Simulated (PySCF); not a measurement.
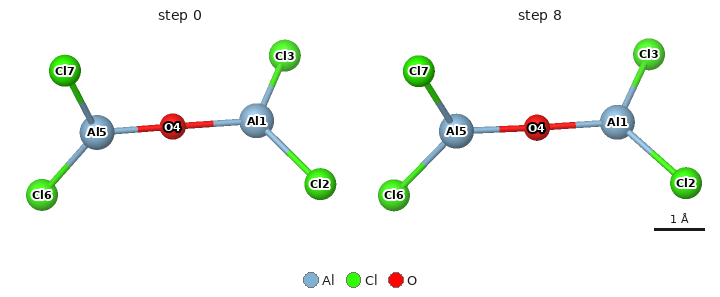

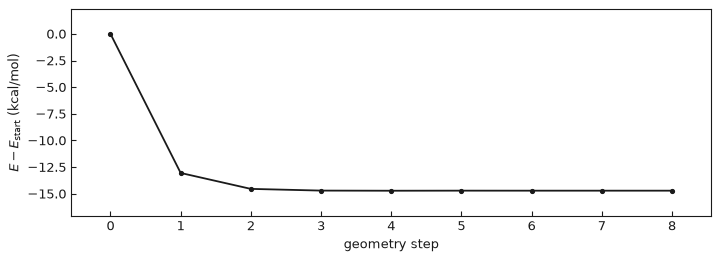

First and last geometry of a relaxation of Al2OCl4, with the history of the run. The picture is a ball-and-stick view, seen at a tilt.

The start comes from GFN2-xTB. Its atoms were then displaced at random by about 0.03 Å.

All numbers below come from PBE0-D3(BJ)/def2-SVP geometry optimisation, gas phase in PySCF 2.14.0, density-fitted response routines. 

Question: What do the curves and the structures tell?

Answer: It converged. The atom that moves furthest after the best rigid fit is Cl6 (0.17 Å). Largest moves by element: Cl 0.17 Å, O 0.09 Å, Al 0.09 Å. Among the contacts that change: Al1–Cl3 1.936 → 2.079 Å, O4–Al5 1.589 → 1.679 Å, Al5–Cl6 1.988 → 2.078 Å, Al1–O4 1.768 → 1.680 Å. Bond angles that change, for instance: Cl6–Al5–Cl7 126.6° → 119.7°, Cl2–Al1–O4 114.3° → 120.5°, Cl2–Al1–Cl3 125.0° → 119.4°. Over 8 geometry steps the energy falls by 14.7 kcal/mol. Cost: 55 s on 1 thread of Intel(R) Xeon(R) CPU @ 2.60GHz, on a shared host.
